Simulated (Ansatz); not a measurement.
# AlBrH2O2 + H2: a complex and its separated parts, part 1 of 2

The complex below is one end of an elementary step. How strongly is it bound against its free parts?

Program: Ansatz 0.2.0, Gaussian basis. Level of theory: PBE0-D4/def2-TZVP structures, single points in def2-TZVPP, no counterpoise correction. These are calculated values, not measurements.

Levels: SPW92, PBE-D4, BLYP-D4, r2SCAN-D4, B97M-V, PBE0-D4, B3LYP-D4, r2SCAN0-D4, BHLYP-D4, CAM-B3LYP-D4, wB97X-V, wB97M-V, B2PLYP, PBE-QIDH, RPA on PBE, Hartree-Fock, MP2, CCSD, CCSD(T).

Correlated methods freeze the cores. Filled d shells of the heavier atoms are correlated. B3LYP uses VWN-RPA correlation. B2PLYP carries no dispersion term here.

56 further runs of the same task are left out: 56 set aside as unsound or not needed.

### 1 Where the work starts

The complex: 8 atoms, charge 0, spin multiplicity 1.

Atoms are counted from 1 here; the program's logs count them from 0.

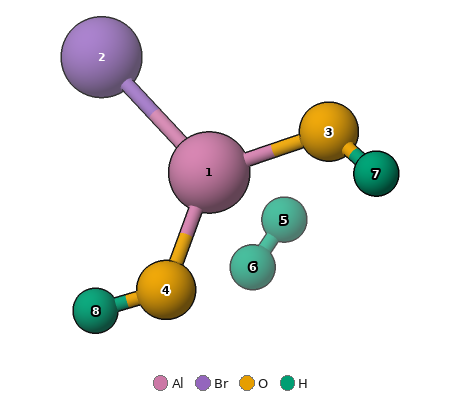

As it starts; aluminium pink, bromine purple, oxygen amber, hydrogen teal; atoms are numbered from 1 in the order of the file.

Geometry (Å):

```mol
AlBrH4O2
  3D, bonds by distance, orders not assigned

  8  6  0  0  0  0  0  0  0  0999 V2000
   -0.4353   -0.3116   -0.1866 Al  0  0
   -0.5851   -2.4194    0.5782 Br  0  0
    0.0987   -0.0925   -1.7687 O   0  0
   -1.0506    0.9813    0.7093 O   0  0
    1.8460   -0.1149    0.3986 H   0  0
    1.5311    0.3278    0.9211 H   0  0
    0.0941    0.7619   -2.1976 H   0  0
   -1.4988    0.8675    1.5457 H   0  0
  1  2  8  0
  1  3  8  0
  1  4  8  0
  3  7  8  0
  4  8  8  0
  5  6  8  0
M  END
```

Its parts: AlBrH2O2 holds atoms 1, 2, 3, 4, 7, 8; H2 holds atoms 5, 6. Each part counts its atoms afresh in its own runs.

### 2 Relaxing AlBrH2O2 alone

File relax-a/in.yaml:

```yaml
crystal:
  periodic: [false, false, false]
  atoms:
    - {symbol: Al, position_ang: [-0.435304, -0.311611, -0.186583]}
    - {symbol: Br, position_ang: [-0.585137, -2.419447, 0.578200]}
    - {symbol: O, position_ang: [0.098702, -0.092470, -1.768718]}
    - {symbol: O, position_ang: [-1.050619, 0.981348, 0.709349]}
    - {symbol: H, position_ang: [0.094061, 0.761922, -2.197577]}
    - {symbol: H, position_ang: [-1.498840, 0.867521, 1.545671]}
basis:
  gaussian: {orbitals: def2-TZVP}
hamiltonian: {xc: pbe0, dispersion: d4}
relax: {f_tol: 0.005, max_steps: 200}
```

Launch:

```bash
$ ansatz run in.yaml --threads 4 --pin off --events-out ev --progress --plain --max-ram 9574MiB
```

Log (excerpt; [...] marks lines left out):

```text
Functional definition: PBE0
  name "PBE0"
  cite "Adamo & Barone, J. Chem. Phys. 110, 6158 (1999) doi:10.1063/1.478522"
  cite "Perdew, Burke & Ernzerhof, Phys. Rev. Lett. 77, 3865 (1996) doi:10.1103/PhysRevLett.77.3865"
  parent pbe
[...]
1082 factors; their error is unknown
[...]
mean field -80761.45857247 eV, -2967.9288604555 hartree, gradient 7.2e-5 eV, S^2 0.000000; 0 other end points of the search recorded, 0 dependent functions left out
[...]
reference -80761.45860020 eV, -2967.9288614745 hartree; 33, 33 occupied and 126, 126 virtual orbitals, 1082 factors
[...]
reference -80761.47769053 eV, -2967.9295630314 hartree; 33, 33 occupied and 126, 126 virtual orbitals, 1082 factors
Total energy: -80761.57977837 eV, -2967.9333146900 hartree
Atom 0 at    -0.519748    -0.329389    -0.220290 Å, force    -0.000227    -0.000231     0.000107 eV/Å
Atom 1 at    -0.556979    -2.417972     0.589242 Å, force    -0.000043     0.000432     0.000289 eV/Å
Atom 2 at     0.093749    -0.091497    -1.766827 Å, force    -0.000026    -0.000213    -0.000616 eV/Å
Atom 3 at    -1.087433     0.972863     0.685141 Å, force    -0.000348    -0.000360    -0.000394 eV/Å
Atom 4 at     0.137963     0.772721    -2.173731 Å, force     0.000316     0.000419     0.000249 eV/Å
Atom 5 at    -1.444690     0.880536     1.566806 Å, force     0.000328    -0.000046     0.000366 eV/Å
Dipole moment:    -0.099017     0.326363     0.121987 e Å
```

It took 20 s on 4 threads of Arm Neoverse V1, shared host.

Relaxation path:

```
step  energy from step 1 (eV)  largest force component (eV/Å)
   1                   0.0000                          0.3534
   2                  -0.0068                          0.2068
   3                  -0.0155                          0.1207
   4                  -0.0163                          0.1037
   5                  -0.0182                          0.0812
   6                  -0.0187                          0.1044
   7                  -0.0188                          0.0536
   8                  -0.0191                          0.0477
   9                  -0.0191                          0.0006
```

Distances of close pairs at the start and the end, largest changes first:

```
   bond  before (Å)  after (Å)  change (Å)
Al1–Br2       2.247      2.240      -0.007
 Al1–O4       1.689      1.685      -0.004
 Al1–O3       1.684      1.681      -0.003
  O3–H5       0.956      0.956      +0.000
  O4–H6       0.956      0.956      +0.000
```

### 3 Relaxing H2 alone

File relax-b/in.yaml:

```yaml
crystal:
  periodic: [false, false, false]
  atoms:
    - {symbol: H, position_ang: [1.846035, -0.114926, 0.398585]}
    - {symbol: H, position_ang: [1.531102, 0.327763, 0.921073]}
basis:
  gaussian: {orbitals: def2-TZVP}
hamiltonian: {xc: pbe0, dispersion: d4}
relax: {f_tol: 0.005, max_steps: 200}
```

Launch:

```bash
$ ansatz run in.yaml --threads 4 --pin off --events-out ev --progress --plain --max-ram 9574MiB
```

Log (excerpt; [...] marks lines left out):

```text
[... 5 set-up lines as earlier in the session ...]
[...]
88 factors; their error is unknown
[...]
mean field -31.78761252 eV, -1.1681732136 hartree, gradient 1.7e-5 eV, S^2 0.000000; 0 other end points of the search recorded, 0 dependent functions left out
[...]
reference -31.78866849 eV, -1.1682120198 hartree; 1, 1 occupied and 11, 11 virtual orbitals, 88 factors
Total energy: -31.79027505 eV, -1.1682710600 hartree
Atom 0 at     1.844455    -0.112705     0.401206 Å, force    -0.001170     0.001644     0.001941 eV/Å
Atom 1 at     1.532682     0.325542     0.918452 Å, force     0.001170    -0.001644    -0.001941 eV/Å
Dipole moment:    -0.000000     0.000000     0.000000 e Å
```

Run time: 0.15 s. Hardware: 4 threads of Arm Neoverse V1, shared host.

The steps of the relaxation:

```
step  energy from step 1 (eV)  largest force component (eV/Å)
   1                   0.0000                          0.1867
   2                  -0.0010                          0.0019
```

The bond:

```
 bond  before (Å)  after (Å)  change (Å)
H1–H2       0.754      0.746      -0.008
```

### 4 SPW92/def2-TZVPP

File parta/in.yaml:

```yaml
crystal:
  periodic: [false, false, false]
  atoms:
    - {symbol: Al, position_ang: [-0.519748, -0.329389, -0.220290]}
    - {symbol: Br, position_ang: [-0.556979, -2.417972, 0.589242]}
    - {symbol: O, position_ang: [0.093749, -0.091497, -1.766827]}
    - {symbol: O, position_ang: [-1.087433, 0.972863, 0.685141]}
    - {symbol: H, position_ang: [0.137963, 0.772721, -2.173731]}
    - {symbol: H, position_ang: [-1.444690, 0.880536, 1.566806]}
basis:
  gaussian: {orbitals: def2-TZVPP}
hamiltonian: {xc: lda}
```

File partb/in.yaml:

```yaml
crystal:
  periodic: [false, false, false]
  atoms:
    - {symbol: H, position_ang: [1.844455, -0.112705, 0.401206]}
    - {symbol: H, position_ang: [1.532682, 0.325542, 0.918452]}
basis:
  gaussian: {orbitals: def2-TZVPP}
hamiltonian: {xc: lda}
```

Each run has its own folder and the same command.

Launch:

```bash
$ ansatz run in.yaml --threads 4 --pin off --events-out ev --progress --plain --max-ram 9574MiB
```

Output in parta (excerpt; [...] marks lines left out):

```text
Functional definition: SPW92
  name "SPW92"
  cite "Dirac, Proc. Camb. Phil. Soc. 26, 376 (1930) doi:10.1017/S0305004100016108"
  cite "Slater, Phys. Rev. 81, 385 (1951) doi:10.1103/PhysRev.81.385"
  cite "Perdew & Wang, Phys. Rev. B 45, 13244 (1992) doi:10.1103/PhysRevB.45.13244"
[...]
1065 factors; their error is unknown
[...]
mean field -80622.39938293 eV, -2962.8185294978 hartree, gradient 1.6e-5 eV, S^2 0.000000; 0 other end points of the search recorded, 0 dependent functions left out
reference -80622.39941848 eV, -2962.8185308042 hartree; 33, 33 occupied and 147, 147 virtual orbitals, 1065 factors
Total energy: -80622.39941848 eV, -2962.8185308042 hartree
```

Log of partb (excerpt; [...] marks lines left out):

```text
[... 5 set-up lines as earlier in the session ...]
[...]
118 factors; their error is unknown
[...]
mean field -30.93531740 eV, -1.1368519458 hartree, gradient 4.4e-5 eV, S^2 0.000000; 0 other end points of the search recorded, 0 dependent functions left out
reference -30.93533808 eV, -1.1368527057 hartree; 1, 1 occupied and 27, 27 virtual orbitals, 118 factors
Total energy: -30.93533808 eV, -1.1368527057 hartree
```

Times: 0.75 s (parta), 0.1 s (partb) on 4 threads of Arm Neoverse V1, shared host.

### 5 PBE-D4/def2-TZVPP

Each input of step 4 (parta, partb) changes in the same lines:

```diff
-hamiltonian: {xc: lda}
+hamiltonian: {xc: pbe, dispersion: d4}
```

One command serves all of them, each in its own folder.

Launch:

```bash
$ ansatz run in.yaml --threads 4 --pin off --events-out ev --progress --plain --max-ram 9574MiB
```

parta printed (excerpt; [...] marks lines left out):

```text
Functional definition: PBE
  name "PBE"
[... 2 set-up lines as earlier in the session ...]
[...]
1065 factors; their error is unknown
[...]
mean field -80758.52776029 eV, -2967.8211550944 hartree, gradient 3.0e-5 eV, S^2 0.000000; 0 other end points of the search recorded, 0 dependent functions left out
reference -80758.52779845 eV, -2967.8211564970 hartree; 33, 33 occupied and 147, 147 virtual orbitals, 1065 factors
Total energy: -80758.64734749 eV, -2967.8255498430 hartree
```

Log of partb (excerpt; [...] marks lines left out):

```text
[... 4 set-up lines as earlier in the session ...]
[...]
118 factors; their error is unknown
[...]
mean field -31.73222703 eV, -1.1661378344 hartree, gradient 3.1e-5 eV, S^2 0.000000; 0 other end points of the search recorded, 0 dependent functions left out
reference -31.73224870 eV, -1.1661386310 hartree; 1, 1 occupied and 27, 27 virtual orbitals, 118 factors
Total energy: -31.73426794 eV, -1.1662128366 hartree
```

Times: 1.2 s (parta), 0.1 s (partb) on 4 threads of Arm Neoverse V1, shared host.

### 6 BLYP-D4/def2-TZVPP

Each input of step 5 (parta, partb) changes in the same lines:

```diff
-hamiltonian: {xc: pbe, dispersion: d4}
+hamiltonian: {xc: {name: BLYP}, dispersion: d4}
```

The same command starts each run, in its folder.

Launch:

```bash
$ ansatz run in.yaml --threads 4 --pin off --events-out ev --progress --plain --max-ram 9574MiB
```

parta printed (excerpt; [...] marks lines left out):

```text
Functional definition: BLYP
  name "BLYP"
  cite "Becke, Phys. Rev. A 38, 3098 (1988) doi:10.1103/PhysRevA.38.3098"
  cite "Lee, Yang & Parr, Phys. Rev. B 37, 785 (1988) doi:10.1103/PhysRevB.37.785"
[...]
1065 factors; their error is unknown
[...]
mean field -80777.36510161 eV, -2968.5134146195 hartree, gradient 6.2e-5 eV, S^2 0.000000; 0 other end points of the search recorded, 0 dependent functions left out
reference -80777.36541902 eV, -2968.5134262843 hartree; 33, 33 occupied and 147, 147 virtual orbitals, 1065 factors
Total energy: -80777.62106809 eV, -2968.5228212142 hartree
```

partb printed (excerpt; [...] marks lines left out):

```text
[... 4 set-up lines as earlier in the session ...]
[...]
118 factors; their error is unknown
[...]
mean field -31.82604718 eV, -1.1695856616 hartree, gradient 8.3e-5 eV, S^2 0.000000; 0 other end points of the search recorded, 0 dependent functions left out
reference -31.82623961 eV, -1.1695927331 hartree; 1, 1 occupied and 27, 27 virtual orbitals, 118 factors
Total energy: -31.83113754 eV, -1.1697727286 hartree
```

Times: 1.2 s (parta), 0.1 s (partb) on 4 threads of Arm Neoverse V1, shared host.

### 7 r2SCAN-D4/def2-TZVPP

The same edit goes into each in.yaml of step 6 (parta, partb):

```diff
-hamiltonian: {xc: {name: BLYP}, dispersion: d4}
+hamiltonian: {xc: r2scan, dispersion: d4}
```

Each run has its own folder and the same command.

Launch:

```bash
$ ansatz run in.yaml --threads 4 --pin off --events-out ev --progress --plain --max-ram 9574MiB
```

parta printed (excerpt; [...] marks lines left out):

```text
Functional definition: r2SCAN
  name "r2SCAN"
  cite "Furness, Kaplan, Ning, Perdew & Sun, J. Phys. Chem. Lett. 11, 8208 (2020) doi:10.1021/acs.jpclett.0c02405"
  cite "Furness, Kaplan, Ning, Perdew & Sun, J. Phys. Chem. Lett. 11, 9248 (2020) doi:10.1021/acs.jpclett.0c03077"
  parent r2scan
[...]
1065 factors; their error is unknown
[...]
mean field -80774.16372539 eV, -2968.3957662134 hartree, gradient 6.3e-5 eV, S^2 0.000000; 0 other end points of the search recorded, 0 dependent functions left out
reference -80774.16373639 eV, -2968.3957666177 hartree; 33, 33 occupied and 147, 147 virtual orbitals, 1065 factors
Total energy: -80774.19102014 eV, -2968.3967692769 hartree
```

Output in partb (excerpt; [...] marks lines left out):

```text
[... 5 set-up lines as earlier in the session ...]
[...]
118 factors; their error is unknown
[...]
mean field -31.87204550 eV, -1.1712760686 hartree, gradient 4.1e-5 eV, S^2 0.000000; 0 other end points of the search recorded, 0 dependent functions left out
reference -31.87205212 eV, -1.1712763118 hartree; 1, 1 occupied and 27, 27 virtual orbitals, 118 factors
Total energy: -31.87255351 eV, -1.1712947374 hartree
```

Times: 2.7 s (parta), 0.3 s (partb) on 4 threads of Arm Neoverse V1, shared host.

### 8 B97M-V/def2-TZVPP

Each input of step 7 (parta, partb) changes in the same lines:

```diff
-hamiltonian: {xc: r2scan, dispersion: d4}
+hamiltonian: {xc: {name: B97M-V}}
```

The same command starts each run, in its folder.

Launch:

```bash
$ ansatz run in.yaml --threads 4 --pin off --events-out ev --progress --plain --max-ram 9574MiB
```

Log of parta (excerpt; [...] marks lines left out):

```text
Functional definition: B97M-V
  name "B97M-V"
  cite "Mardirossian & Head-Gordon, J. Chem. Phys. 142, 074111 (2015) doi:10.1063/1.4907719"
  cite "Becke, J. Chem. Phys. 107, 8554 (1997) doi:10.1063/1.475007"
  cite "Vydrov & Van Voorhis, J. Chem. Phys. 133, 244103 (2010) doi:10.1063/1.3521275"
  # Of w^i u^j: cxij and so on, Table III.
[...]
  gx(w, u) = cx00 + cx01*u + cx02*u^2 + (cx10 + cx11*u)*w
[...]
  gos(w, u) = cos00 + cos01*u + cos03*u^3 + cos10*w + cos32*w^3*u^2
[...]
      + integral(e_c_pw_mod_opposite_spin*gos(b97_w_opposite, b97_u_opposite)) + vv10(b, c)
1065 factors; their error is unknown
[...]
mean field -80761.69474816 eV, -2967.9375397521 hartree, gradient 6.2e-5 eV, S^2 0.000000; 0 other end points of the search recorded, 0 dependent functions left out
reference -80761.69480343 eV, -2967.9375417831 hartree; 33, 33 occupied and 147, 147 virtual orbitals, 1065 factors
Total energy: -80761.69480343 eV, -2967.9375417831 hartree
```

partb printed (excerpt; [...] marks lines left out):

```text
[... 5 set-up lines as earlier in the session ...]
  # Of w^i u^j: cxij and so on, Table III.
[...]
  gx(w, u) = cx00 + cx01*u + cx02*u^2 + (cx10 + cx11*u)*w
  gss(w, u) = css00 + css02*u^2 + css10*w + (css32*w^3 + css42*w^4)*u^2
  gos(w, u) = cos00 + cos01*u + cos03*u^3 + cos10*w + cos32*w^3*u^2
[...]
      + integral(e_c_pw_mod_opposite_spin*gos(b97_w_opposite, b97_u_opposite)) + vv10(b, c)
118 factors; their error is unknown
[...]
mean field -31.90527780 eV, -1.1724973330 hartree, gradient 8.2e-6 eV, S^2 0.000000; 0 other end points of the search recorded, 0 dependent functions left out
reference -31.90530748 eV, -1.1724984238 hartree; 1, 1 occupied and 27, 27 virtual orbitals, 118 factors
Total energy: -31.90530748 eV, -1.1724984238 hartree
```

Times: 4.9 s (parta), 0.15 s (partb) on 4 threads of Arm Neoverse V1, shared host.

### 9 PBE0-D4/def2-TZVPP

The same edit goes into each in.yaml of step 8 (parta, partb):

```diff
-hamiltonian: {xc: {name: B97M-V}}
+hamiltonian: {xc: pbe0, dispersion: d4}
+output: {orbitals: {seedname: orbitals}}
```

One command serves all of them, each in its own folder.

Launch:

```bash
$ ansatz run in.yaml --threads 4 --pin off --events-out ev --progress --plain --max-ram 9574MiB
```

parta printed (excerpt; [...] marks lines left out):

```text
[... 5 set-up lines as earlier in the session ...]
[...]
1133 factors; their error is unknown
[...]
mean field -80761.57345438 eV, -2967.9330822877 hartree, gradient 4.2e-5 eV, S^2 0.000000; 0 other end points of the search recorded, 0 dependent functions left out
reference -80761.57348243 eV, -2967.9330833185 hartree; 33, 33 occupied and 147, 147 virtual orbitals, 1133 factors
Total energy: -80761.67557026 eV, -2967.9368349771 hartree
```

Log of partb (excerpt; [...] marks lines left out):

```text
[... 5 set-up lines as earlier in the session ...]
[...]
118 factors; their error is unknown
[...]
mean field -31.79610663 eV, -1.1684853663 hartree, gradient 5.5e-5 eV, S^2 0.000000; 0 other end points of the search recorded, 0 dependent functions left out
reference -31.79612262 eV, -1.1684859540 hartree; 1, 1 occupied and 27, 27 virtual orbitals, 118 factors
Total energy: -31.79772918 eV, -1.1685449942 hartree
```

Times: 1.8 s (parta), 0.1 s (partb) on 4 threads of Arm Neoverse V1, shared host.

### 10 B3LYP-D4/def2-TZVPP

The same edit goes into each in.yaml of step 9 (parta, partb):

```diff
-hamiltonian: {xc: pbe0, dispersion: d4}
-output: {orbitals: {seedname: orbitals}}
+hamiltonian: {xc: {name: B3LYP}, dispersion: d4}
```

Each run has its own folder and the same command.

Launch:

```bash
$ ansatz run in.yaml --threads 4 --pin off --events-out ev --progress --plain --max-ram 9574MiB
```

parta printed (excerpt; [...] marks lines left out):

```text
Functional definition: B3LYP
  name "B3LYP"
  cite "Stephens, Devlin, Chabalowski & Frisch, J. Phys. Chem. 98, 11623 (1994) doi:10.1021/j100096a001"
[... 2 set-up lines as earlier in the session ...]
  cite "Vosko, Wilk & Nusair, Can. J. Phys. 58, 1200 (1980) doi:10.1139/p80-159"
[...]
1126 factors; their error is unknown
[...]
mean field -80778.59240480 eV, -2968.5585171801 hartree, gradient 6.7e-5 eV, S^2 0.000000; 0 other end points of the search recorded, 0 dependent functions left out
reference -80778.59264026 eV, -2968.5585258330 hartree; 33, 33 occupied and 147, 147 virtual orbitals, 1126 factors
Total energy: -80778.78824915 eV, -2968.5657143270 hartree
```

partb printed (excerpt; [...] marks lines left out):

```text
[... 6 set-up lines as earlier in the session ...]
[...]
118 factors; their error is unknown
[...]
mean field -32.10922398 eV, -1.1799922169 hartree, gradient 4.6e-5 eV, S^2 0.000000; 0 other end points of the search recorded, 0 dependent functions left out
reference -32.10936609 eV, -1.1799974392 hartree; 1, 1 occupied and 27, 27 virtual orbitals, 118 factors
Total energy: -32.11251719 eV, -1.1801132402 hartree
```

Times: 1.8 s (parta), 0.1 s (partb) on 4 threads of Arm Neoverse V1, shared host.

### 11 r2SCAN0-D4/def2-TZVPP

The same edit goes into each in.yaml of step 10 (parta, partb):

```diff
-hamiltonian: {xc: {name: B3LYP}, dispersion: d4}
+hamiltonian: {xc: {name: r2SCAN0}, dispersion: d4}
```

The same command starts each run, in its folder.

Launch:

```bash
$ ansatz run in.yaml --threads 4 --pin off --events-out ev --progress --plain --max-ram 9574MiB
```

Log of parta (excerpt; [...] marks lines left out):

```text
Functional definition: r2SCAN0
  name "r2SCAN0"
  cite "Bursch, Neugebauer, Ehlert & Grimme, J. Chem. Phys. 156, 134105 (2022) doi:10.1063/5.0086040"
[... 3 set-up lines as earlier in the session ...]
[...]
1133 factors; their error is unknown
[...]
mean field -80773.37909875 eV, -2968.3669317162 hartree, gradient 4.4e-5 eV, S^2 0.000000; 0 other end points of the search recorded, 0 dependent functions left out
reference -80773.37910746 eV, -2968.3669320362 hartree; 33, 33 occupied and 147, 147 virtual orbitals, 1133 factors
Total energy: -80773.41248241 eV, -2968.3681585431 hartree
```

partb printed (excerpt; [...] marks lines left out):

```text
[... 6 set-up lines as earlier in the session ...]
[...]
118 factors; their error is unknown
[...]
mean field -31.85186096 eV, -1.1705343003 hartree, gradient 1.4e-5 eV, S^2 0.000000; 0 other end points of the search recorded, 0 dependent functions left out
reference -31.85186609 eV, -1.1705344887 hartree; 1, 1 occupied and 27, 27 virtual orbitals, 118 factors
Total energy: -31.85240746 eV, -1.1705543840 hartree
```

Wall times: 3.1 s (parta), 0.35 s (partb) on 4 threads of Arm Neoverse V1, shared host.

### 12 BHLYP-D4/def2-TZVPP

Each input of step 11 (parta, partb) changes in the same lines:

```diff
-hamiltonian: {xc: {name: r2SCAN0}, dispersion: d4}
+hamiltonian: {xc: {name: BHLYP}, dispersion: d4}
```

Each run has its own folder and the same command.

Launch:

```bash
$ ansatz run in.yaml --threads 4 --pin off --events-out ev --progress --plain --max-ram 9574MiB
```

Output in parta (excerpt; [...] marks lines left out):

```text
Functional definition: BHLYP
  name "BHLYP"
  cite "Becke, J. Chem. Phys. 98, 1372 (1993) doi:10.1063/1.464304"
[... 2 set-up lines as earlier in the session ...]
[...]
1232 factors; their error is unknown
[...]
mean field -80775.12170439 eV, -2968.4309712924 hartree, gradient 5.6e-5 eV, S^2 0.000000; 0 other end points of the search recorded, 0 dependent functions left out
reference -80775.12186249 eV, -2968.4309771026 hartree; 33, 33 occupied and 147, 147 virtual orbitals, 1232 factors
Total energy: -80775.29219540 eV, -2968.4372367212 hartree
```

partb printed (excerpt; [...] marks lines left out):

```text
[... 5 set-up lines as earlier in the session ...]
[...]
118 factors; their error is unknown
[...]
mean field -31.83804368 eV, -1.1700265248 hartree, gradient 5.6e-5 eV, S^2 0.000000; 0 other end points of the search recorded, 0 dependent functions left out
reference -31.83813925 eV, -1.1700300367 hartree; 1, 1 occupied and 27, 27 virtual orbitals, 118 factors
Total energy: -31.83988285 eV, -1.1700941129 hartree
```

Times: 1.7 s (parta), 0.1 s (partb) on 4 threads of Arm Neoverse V1, shared host.

(Continued in part 2 of 2.)
